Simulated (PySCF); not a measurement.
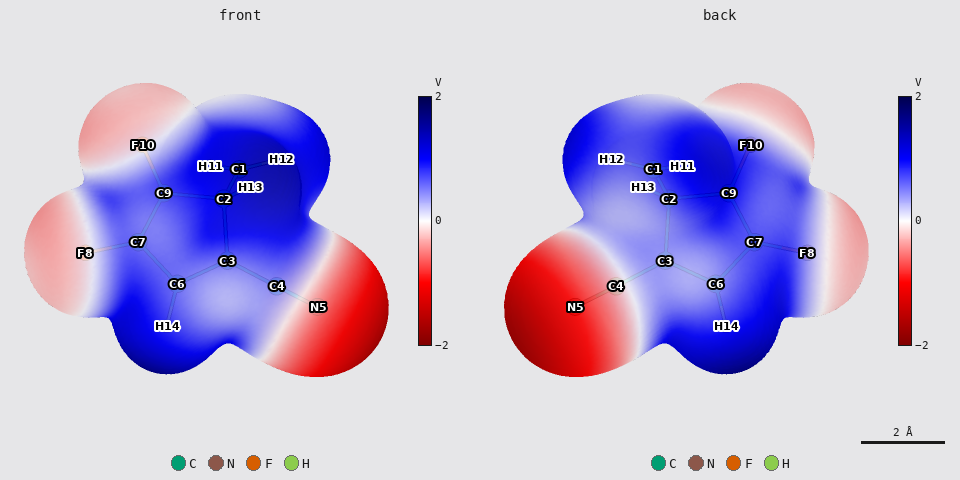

C₇H₄F₂N (doublet). The electrostatic potential painted on the density surface at 0.002 e/bohr³, seen from the front and from behind; red is negative and blue positive.

Geometry: GFN2-xTB.

Level of theory: UKS B3LYP, pcH-1 on C F H N, non-relativistic, mean-field spin-orbit, GIAO (PySCF).

```xyz
14

C     0.3120    1.7992   -0.3300
C     0.1099    0.6338    0.5523
C     0.7433   -0.5952   -0.1021
C     2.1070   -0.6671   -0.3941
N     3.2330   -0.7167   -0.6131
C    -0.2109   -1.5189   -0.3650
C    -1.4780   -1.0316    0.1098
F    -2.6065   -1.7334    0.0071
C    -1.3205    0.1928    0.6486
F    -2.2468    0.9759    1.1926
H    -0.3117    1.9247   -1.1928
H     1.1955    2.3969   -0.2301
H     0.5492    0.8099    1.5402
H    -0.0762   -2.4707   -0.8454
```

**Which sites attract a positive test charge, and which a negative one?**

A positive charge is drawn to the negative regions and a negative charge to the positive ones. The most negative region (about −1.7 V) lies over N5, the most positive (about +1.6 V) over H14. N5 is the likeliest acceptor of a hydrogen bond.
